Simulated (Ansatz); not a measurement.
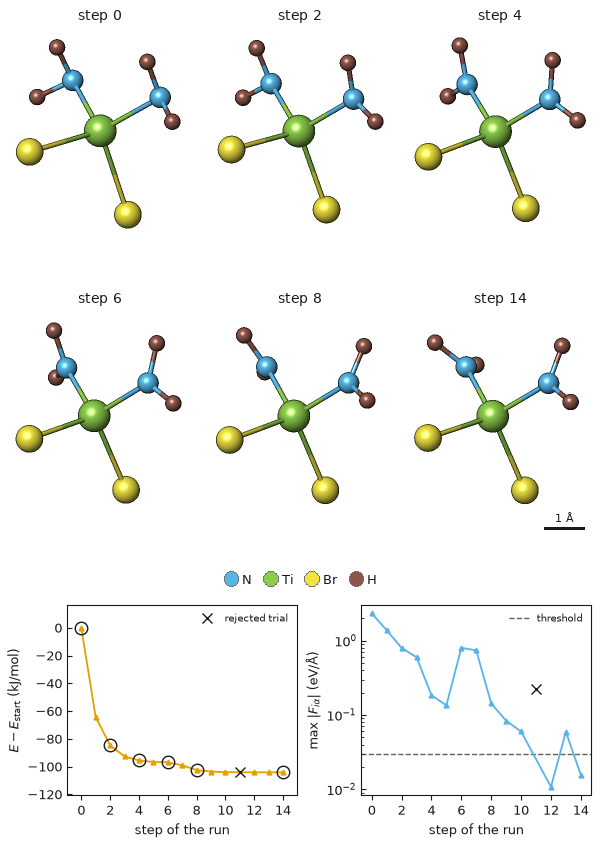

Frames of a relaxation of TiN₂H₄Br₂ (coarse preliminary run), marked on the history of the run. A ball-and-stick model, seen from a free direction.

The start comes from a force field.

All numbers below come from Ansatz 0.2.0, RKS PBE-D4/def2-SVP. Set-up: force threshold 0.03 eV/Å; at most 200 steps.

### Describe the path.

The energy falls by 104.1 kJ/mol in 13 accepted moves (14 points after the start). Largest force component: 2.3 eV/Å at the start, 0.016 eV/Å at the end. The line search rejected the trial step at point 11 of the run. The forces were under the threshold at step 12, but the run went on from there. An H atom moves most after the best rigid fit: 1.08 Å. Largest moves by element: H 1.08 Å, N 0.44 Å, Ti 0.25 Å, Br 0.20 Å. Some distances before and after: N–Ti 2.042 → 1.853 Å, Br–Ti 2.507 → 2.379 Å, N–Ti 1.984 → 1.860 Å, Br–Ti 2.484 → 2.379 Å. Among the angles between lasting bonds that change: Ti–N–H 105.7° → 124.1°, Ti–N–H 110.2° → 127.7°, Ti–N–H 107.9° → 124.2°. Cost: 37 s on 4 threads of Arm Neoverse V1 (shared host). From step 0 to 2: an N atom moves most (0.22 Å), energy −84.6 kJ/mol. From step 2 to 4: a Br atom moves most (0.21 Å), energy −10.9 kJ/mol. From step 4 to 6: an H atom moves most (0.24 Å), energy −1.33 kJ/mol. From step 6 to 8: an H atom moves most (0.32 Å), energy −5.58 kJ/mol. From step 8 to 14: an H atom moves most (0.34 Å), energy −1.65 kJ/mol.
